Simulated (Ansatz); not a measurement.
# Rhodium, hcp under BLYP: from relaxation to bulk modulus, part 2 of 2

Aim: take rhodium in the hcp structure, relax it, solve it on a dense k-mesh, then scale the cell to 7 volumes from 88 to 112 % of the relaxed one and try a fit of the equation of state. Spin polarisation is left out. The k-meshes are 13×13×7 for the relaxation; 21×21×12 for the dense run; 15×15×8 for the volumes.

Ansatz 0.2.0; DFT, BLYP, plane waves (420 eV) with PAW, scalar-relativistic. Earlier steps stand in the parts before.

### Step 5. The cell scaled to 92 % of its volume

This is Rh in the hcp structure; at room conditions it is fcc.

File input.yaml:

```yaml
crystal:
  lattice:
    - [2.7008313731, 0.0, 0.0]
    - [-1.3504156865, 2.3389885805, 0.0]
    - [0.0, 0.0, 4.3438626903]
  atoms:
    - { symbol: Rh, position: [0.3333333333, 0.6666666667, 0.25] }
    - { symbol: Rh, position: [0.6666666667, 0.3333333333, 0.75] }
hamiltonian:
  xc: blyp
  pseudopotentials:
    kind: paw
    azcp:
      Rh: "pseudopotentials/Rh.paw.azcp"
basis:
  ecutwfc: 420
  fft_grid_basis: typed
kpoints:
  mp_grid: { grid: [15, 15, 8], shift: [0, 0, 0] }
magnetization:
  spin_polarized: false
scf:
  occupations: { method: fermi_dirac, width: 0.1 }
  lower_state_search: "off"
output:
  stress: true
  write_density: true
  write_potential: true
  elf: true
  volumetric_format: npy
```

The log of the run (excerpt; [...] marks lines left out):

```text
Warning: RAYON_NUM_THREADS=2 ignored (pool sized by the plan → 2); use --threads N
[...]
Pseudopotentials: kind: paw
Pseudopotential: Rh, paw, valence charge 17, recommended cutoff 420 eV (normal), <dir>
Functional definition: BLYP
[...]
Crystal: 2 atoms, lattice volume = 27.441 Å³
Basis set: ecut = 420 eV, 549 PW (Γ), exchange–correlation on 40×40×60 points (8 copies of the dense FFT grid, shifted against one another)
Bands: 21, of which v1, the nominal top of the filled ones, is band 17 counted from 1 (16 counted from 0)
Symmetry: 24 space group operations
Space group: P63/mmc (ITA 194), of the structure as read, at distance tolerance 3.0e-5 Å
k-points: 135 of 1800
[...]
SCF iter   1: F=—  HF=-12834.077340 eV  |F-HF|=—  |Δ(HF+E_count)|=         —  Δρ=1.77e-2  dr2=7.18e-2  ethr=1.77e-3  ⟨swp⟩=4.8  Hψ=10988  notcnv=0
[...]
SCF iter   6: F=-12834.063646 eV  HF=-12834.063646 eV  |F-HF|=2.95e-9  |Δ(HF+E_count)|=   5.89e-9  Δρ=6.86e-6  dr2=4.85e-9  ethr=5.26e-11  ⟨swp⟩=5.2  Hψ=17374  notcnv=0
[...]
SCF converged after 6 iterations
Free energy (F): -12834.063646 eV
[...]
E sigma→0 (E₀):  -12834.008404 eV
Entropy (-TS):   -0.110484 eV (-55.242 meV/atom)
Fermi energy:    23.039567 eV
[...]
--- Stress (GPa, compression-positive) ---
       21.579844      -0.000000      -0.000000
        0.000000      21.579844      -0.000000
       -0.000000      -0.000000      22.137631
  P = ⅓ Tr σ = 21.7658 GPa (217.658 kbar)
--- Band table (eV; the first three rows and the last of 135) ---
  k-point 0: bands = ["-55.8579", "-55.7360", "-24.1062", "-23.4405", "-23.4405", "-23.3375", "-23.3285", "-23.3285", "15.1679", "16.8908", "19.9710", "19.9983", "19.9983", "20.5274", "20.5274", "21.0767", "21.0767", "23.1768", "23.1768", "24.1165", "31.7994"]
[...]
```

Run time: 1.9 s. Hardware: 2 threads of Arm Neoverse V2, shared host; peak memory 0.34 GiB.

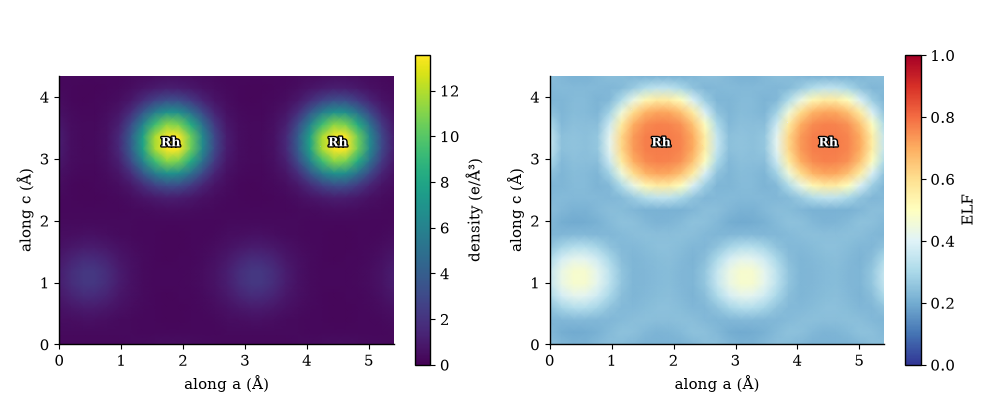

Density (left) and ELF (right) in a lattice plane of the grid's cell (edges 2.70 and 4.34 Å, at 0.333 of the third edge), which holds Rh. Only atoms in the plane are labelled. Both are smooth fields of the valence electrons: close to the nuclei they are not physical.

### Step 6. The cell scaled to 96 % of its volume

Edit input.yaml of step 5 so:

```diff
@@ -2,5 +2,5 @@
   lattice:
-    - [2.7008313731, 0.0, 0.0]
-    - [-1.3504156865, 2.3389885805, 0.0]
-    - [0.0, 0.0, 4.3438626903]
+    - [2.739419892, 0.0, 0.0]
+    - [-1.369709946, 2.3724072181, 0.0]
+    - [0.0, 0.0, 4.4059262567]
   atoms:
```

The log of the run (excerpt; [...] marks lines left out):

```text
Warning: RAYON_NUM_THREADS=2 ignored (pool sized by the plan → 2); use --threads N
[...]
[... 3 set-up lines as earlier in the session ...]
[...]
Crystal: 2 atoms, lattice volume = 28.634 Å³
Basis set: ecut = 420 eV, 573 PW (Γ), exchange–correlation on 40×40×60 points (8 copies of the dense FFT grid, shifted against one another)
Bands: 21, of which v1, the nominal top of the filled ones, is band 17 counted from 1 (16 counted from 0)
[... 2 set-up lines as earlier in the session ...]
k-points: 135 of 1800
[...]
SCF iter   1: F=—  HF=-12834.191058 eV  |F-HF|=—  |Δ(HF+E_count)|=         —  Δρ=1.68e-2  dr2=6.98e-2  ethr=1.77e-3  ⟨swp⟩=4.8  Hψ=10970  notcnv=0
[...]
SCF iter   6: F=-12834.178211 eV  HF=-12834.178211 eV  |F-HF|=4.03e-9  |Δ(HF+E_count)|=   5.03e-9  Δρ=8.05e-6  dr2=6.85e-9  ethr=8.37e-11  ⟨swp⟩=5.3  Hψ=17373  notcnv=0
[...]
SCF converged after 6 iterations
Free energy (F): -12834.178211 eV
[...]
E sigma→0 (E₀):  -12834.118935 eV
Entropy (-TS):   -0.118552 eV (-59.276 meV/atom)
Fermi energy:    21.827213 eV
[...]
--- Stress (GPa, compression-positive) ---
        9.466561       0.000000      -0.000000
        0.000000       9.466561      -0.000000
       -0.000000      -0.000000       9.607756
  P = ⅓ Tr σ = 9.5136 GPa (95.136 kbar)
--- Band table (eV; the first three rows and the last of 135) ---
  k-point 0: bands = ["-56.9341", "-56.8329", "-25.1296", "-24.5527", "-24.5527", "-24.4658", "-24.4552", "-24.4552", "14.2654", "16.0333", "18.9582", "18.9877", "18.9877", "19.4797", "19.4797", "19.9931", "19.9931", "21.9589", "21.9589", "22.9475", "30.1686"]
[...]
```

Wall time 1.9 s (2 threads of Arm Neoverse V2, shared host); peak memory 0.34 GiB.

### Step 7. The cell scaled to 100 % of its volume

Edit input.yaml of step 6 so:

```diff
@@ -2,5 +2,5 @@
   lattice:
-    - [2.739419892, 0.0, 0.0]
-    - [-1.369709946, 2.3724072181, 0.0]
-    - [0.0, 0.0, 4.4059262567]
+    - [2.7769508556, 0.0, 0.0]
+    - [-1.3884754278, 2.404909986, 0.0]
+    - [0.0, 0.0, 4.4662889118]
   atoms:
```

The log of the run (excerpt; [...] marks lines left out):

```text
Warning: RAYON_NUM_THREADS=2 ignored (pool sized by the plan → 2); use --threads N
[...]
[... 3 set-up lines as earlier in the session ...]
[...]
Crystal: 2 atoms, lattice volume = 29.827 Å³
Basis set: ecut = 420 eV, 579 PW (Γ), exchange–correlation on 40×40×60 points (8 copies of the dense FFT grid, shifted against one another)
Bands: 21, of which v1, the nominal top of the filled ones, is band 17 counted from 1 (16 counted from 0)
[... 2 set-up lines as earlier in the session ...]
k-points: 135 of 1800
[...]
SCF iter   1: F=—  HF=-12834.223971 eV  |F-HF|=—  |Δ(HF+E_count)|=         —  Δρ=1.60e-2  dr2=6.79e-2  ethr=1.77e-3  ⟨swp⟩=4.8  Hψ=10951  notcnv=0
[...]
SCF iter   6: F=-12834.212036 eV  HF=-12834.212036 eV  |F-HF|=1.05e-9  |Δ(HF+E_count)|=   3.47e-8  Δρ=6.38e-6  dr2=4.54e-9  ethr=2.94e-10  ⟨swp⟩=8.0  Hψ=18330  notcnv=0
[...]
SCF converged after 6 iterations
Free energy (F): -12834.212036 eV
[...]
E sigma→0 (E₀):  -12834.148610 eV
Entropy (-TS):   -0.126853 eV (-63.426 meV/atom)
Fermi energy:    20.712498 eV
[...]
--- Stress (GPa, compression-positive) ---
        0.032961      -0.000000       0.000000
       -0.000000       0.032961       0.000000
        0.000000       0.000000      -0.153060
  P = ⅓ Tr σ = -0.0290 GPa (-0.290 kbar)
--- Band table (eV; the first three rows and the last of 135) ---
  k-point 0: bands = ["-57.9260", "-57.8415", "-26.0767", "-25.5745", "-25.5745", "-25.5011", "-25.4892", "-25.4892", "13.4425", "15.2425", "18.0234", "18.0546", "18.0546", "18.5135", "18.5135", "18.9944", "18.9944", "20.8388", "20.8388", "21.8796", "28.6717"]
[...]
```

Run time: 2.2 s. Hardware: 2 threads of Arm Neoverse V2, shared host; peak memory 0.34 GiB.

### Step 8. The cell scaled to 104 % of its volume

Edit input.yaml of step 7 so:

```diff
@@ -2,5 +2,5 @@
   lattice:
-    - [2.7769508556, 0.0, 0.0]
-    - [-1.3884754278, 2.404909986, 0.0]
-    - [0.0, 0.0, 4.4662889118]
+    - [2.8134938733, 0.0, 0.0]
+    - [-1.4067469366, 2.4365571677, 0.0]
+    - [0.0, 0.0, 4.5250626112]
   atoms:
```

The log of the run (excerpt; [...] marks lines left out):

```text
Warning: RAYON_NUM_THREADS=2 ignored (pool sized by the plan → 2); use --threads N
[...]
[... 3 set-up lines as earlier in the session ...]
[...]
Crystal: 2 atoms, lattice volume = 31.020 Å³
Basis set: ecut = 420 eV, 603 PW (Γ), exchange–correlation on 40×40×64 points (8 copies of the dense FFT grid, shifted against one another)
Bands: 21, of which v1, the nominal top of the filled ones, is band 17 counted from 1 (16 counted from 0)
[... 2 set-up lines as earlier in the session ...]
k-points: 135 of 1800
[...]
SCF iter   1: F=—  HF=-12834.194185 eV  |F-HF|=—  |Δ(HF+E_count)|=         —  Δρ=1.53e-2  dr2=6.60e-2  ethr=1.77e-3  ⟨swp⟩=4.9  Hψ=11018  notcnv=0
[...]
SCF iter   6: F=-12834.183046 eV  HF=-12834.183046 eV  |F-HF|=2.55e-11  |Δ(HF+E_count)|=   7.79e-8  Δρ=6.37e-6  dr2=4.73e-9  ethr=2.94e-10  ⟨swp⟩=8.1  Hψ=18528  notcnv=0
[...]
SCF converged after 6 iterations
Free energy (F): -12834.183046 eV
[...]
E sigma→0 (E₀):  -12834.115376 eV
Entropy (-TS):   -0.135340 eV (-67.670 meV/atom)
Fermi energy:    19.684465 eV
[...]
--- Stress (GPa, compression-positive) ---
       -7.293046      -0.000000       0.000000
       -0.000000      -7.293046       0.000000
        0.000000       0.000000      -7.736290
  P = ⅓ Tr σ = -7.4408 GPa (-74.408 kbar)
--- Band table (eV; the first three rows and the last of 135) ---
  k-point 0: bands = ["-58.8423", "-58.7714", "-26.9552", "-26.5160", "-26.5160", "-26.4540", "-26.4411", "-26.4411", "12.6892", "14.5110", "17.1582", "17.1908", "17.1908", "17.6198", "17.6198", "18.0712", "18.0712", "19.8056", "19.8056", "20.8998", "27.2934"]
[...]
```

It took 2.2 s on 2 threads of Arm Neoverse V2, shared host; peak memory 0.34 GiB.

### Step 9. The cell scaled to 108 % of its volume

Edit input.yaml of step 8 so:

```diff
@@ -2,5 +2,5 @@
   lattice:
-    - [2.8134938733, 0.0, 0.0]
-    - [-1.4067469366, 2.4365571677, 0.0]
-    - [0.0, 0.0, 4.5250626112]
+    - [2.8491115009, 0.0, 0.0]
+    - [-1.4245557504, 2.467402938, 0.0]
+    - [0.0, 0.0, 4.5823479661]
   atoms:
```

The log of the run (excerpt; [...] marks lines left out):

```text
Warning: RAYON_NUM_THREADS=2 ignored (pool sized by the plan → 2); use --threads N
[...]
[... 3 set-up lines as earlier in the session ...]
[...]
Crystal: 2 atoms, lattice volume = 32.213 Å³
Basis set: ecut = 420 eV, 615 PW (Γ), exchange–correlation on 40×40×64 points (8 copies of the dense FFT grid, shifted against one another)
Bands: 21, of which v1, the nominal top of the filled ones, is band 17 counted from 1 (16 counted from 0)
[... 1 set-up line as earlier in the session ...]
Space group: P63/mmc (ITA 194), of the structure as read, at distance tolerance 3.2e-5 Å
k-points: 135 of 1800
[...]
SCF iter   1: F=—  HF=-12834.115736 eV  |F-HF|=—  |Δ(HF+E_count)|=         —  Δρ=1.47e-2  dr2=6.41e-2  ethr=1.77e-3  ⟨swp⟩=4.9  Hψ=10980  notcnv=0
[...]
SCF iter   7: F=-12834.105367 eV  HF=-12834.105367 eV  |F-HF|=1.07e-9  |Δ(HF+E_count)|=   6.28e-8  Δρ=5.94e-6  dr2=9.58e-9  ethr=2.94e-10  ⟨swp⟩=7.2  Hψ=17252  notcnv=0
[...]
SCF converged after 7 iterations
Free energy (F): -12834.105367 eV
[...]
E sigma→0 (E₀):  -12834.033385 eV
Entropy (-TS):   -0.143963 eV (-71.982 meV/atom)
Fermi energy:    18.733791 eV
[...]
--- Stress (GPa, compression-positive) ---
      -12.955949       0.000000       0.000000
        0.000000     -12.955949       0.000000
        0.000000       0.000000     -13.602650
  P = ⅓ Tr σ = -13.1715 GPa (-131.715 kbar)
--- Band table (eV; the first three rows and the last of 135) ---
  k-point 0: bands = ["-59.6908", "-59.6310", "-27.7715", "-27.3858", "-27.3858", "-27.3335", "-27.3198", "-27.3198", "11.9973", "13.8326", "16.3554", "16.3890", "16.3890", "16.7910", "16.7910", "17.2156", "17.2156", "18.8500", "18.8500", "19.9987", "26.0209"]
[...]
```

It took 2.4 s on 2 threads of Arm Neoverse V2, shared host; peak memory 0.35 GiB.

### Step 10. The cell scaled to 112 % of its volume

Edit input.yaml of step 9 so:

```diff
@@ -2,5 +2,5 @@
   lattice:
-    - [2.8491115009, 0.0, 0.0]
-    - [-1.4245557504, 2.467402938, 0.0]
-    - [0.0, 0.0, 4.5823479661]
+    - [2.8838601878, 0.0, 0.0]
+    - [-1.4419300939, 2.4974961836, 0.0]
+    - [0.0, 0.0, 4.6382357664]
   atoms:
```

The log of the run (excerpt; [...] marks lines left out):

```text
Warning: RAYON_NUM_THREADS=2 ignored (pool sized by the plan → 2); use --threads N
[...]
[... 3 set-up lines as earlier in the session ...]
[...]
Crystal: 2 atoms, lattice volume = 33.407 Å³
Basis set: ecut = 420 eV, 639 PW (Γ), exchange–correlation on 40×40×64 points (8 copies of the dense FFT grid, shifted against one another)
Bands: 21, of which v1, the nominal top of the filled ones, is band 17 counted from 1 (16 counted from 0)
[... 2 set-up lines as earlier in the session ...]
k-points: 135 of 1800
[...]
SCF iter   1: F=—  HF=-12833.999683 eV  |F-HF|=—  |Δ(HF+E_count)|=         —  Δρ=1.40e-2  dr2=6.19e-2  ethr=1.77e-3  ⟨swp⟩=4.9  Hψ=10969  notcnv=0
[...]
SCF iter   7: F=-12833.990157 eV  HF=-12833.990157 eV  |F-HF|=8.22e-10  |Δ(HF+E_count)|=   7.86e-8  Δρ=6.53e-6  dr2=1.22e-8  ethr=2.94e-10  ⟨swp⟩=7.2  Hψ=17289  notcnv=0
[...]
SCF converged after 7 iterations
Free energy (F): -12833.990157 eV
[...]
E sigma→0 (E₀):  -12833.913818 eV
Entropy (-TS):   -0.152679 eV (-76.340 meV/atom)
Fermi energy:    17.852220 eV
[...]
--- Stress (GPa, compression-positive) ---
      -17.302347      -0.000000       0.000000
        0.000000     -17.302347       0.000000
        0.000000       0.000000     -18.108286
  P = ⅓ Tr σ = -17.5710 GPa (-175.710 kbar)
--- Band table (eV; the first three rows and the last of 135) ---
  k-point 0: bands = ["-60.4784", "-60.4278", "-28.5318", "-28.1916", "-28.1916", "-28.1476", "-28.1334", "-28.1334", "11.3594", "13.2017", "15.6085", "15.6430", "15.6430", "16.0204", "16.0204", "16.4207", "16.4207", "17.9637", "17.9637", "19.1660", "24.8424"]
[...]
```

Wall time 2.4 s (2 threads of Arm Neoverse V2, shared host); peak memory 0.35 GiB.

### Step 11. Energy and pressure against volume

The cell was scaled evenly, with its shape and the fractional positions fixed.

```
V (Å³/atom)  E − E₀ (meV/atom)  P from the stress (GPa)  P from the fit (GPa)
     13.124              177.3                    37.48                 37.03
     13.721               70.1                    21.77                 21.22
     14.317               14.9                     9.51                  8.95
     14.914                0.0                    -0.03                 -0.59
     15.510               16.7                    -7.44                 -8.00
     16.107               57.7                   -13.17                -13.75
     16.703              117.4                   -17.57                -18.20
```

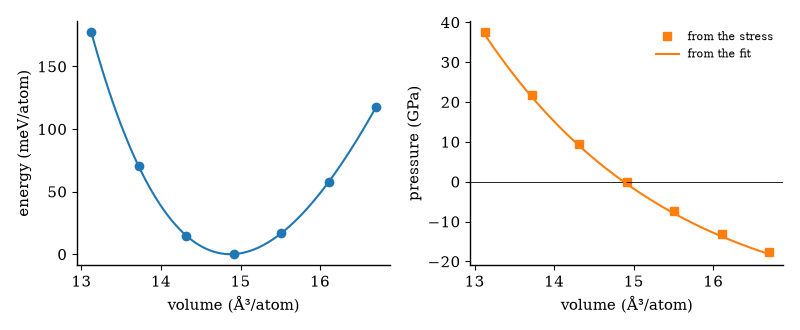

Energy and pressure against volume; the lines are the Birch-Murnaghan fit.

Fit (Birch-Murnaghan, third order): V₀ = 14.872 Å³/atom, B₀ = 213 GPa, B₀′ = 5.3, largest residual 0.04 meV/atom.

The fit is made to E(σ → 0), while the stress belongs to the free energy F; that is one source of the offset between the two pressures.

### Step 12. Summary of results

The summary covers parts 1 to 2.

| quantity | value |
| --- | --- |
| space group (spins left aside) | P6_3/mmc (No. 194) |
| conventional cell | a = 2.777 Å, c = 4.466 Å (c/a = 1.608) |
| volume | 14.914 Å³/atom |
| shortest distance | 2.749 Å |
| gap on the mesh | none (levels filled in part) |
| relative to fcc | +36 meV/atom |
| V₀, B₀, B₀′ | 14.872 Å³/atom, 213 GPa, 5.3 |

The relaxation enlarged the cell by 8.5 % in volume. It lies 36 meV/atom above the element's reference form at the same level (fcc, from a run of its own). No gap shows: it is a metal or semimetal at this level. The fitted modulus is 213 GPa; letting shape and positions relax at each volume could only lower it. The symmetry was held, so the structure may be unstable against distortions that break it.
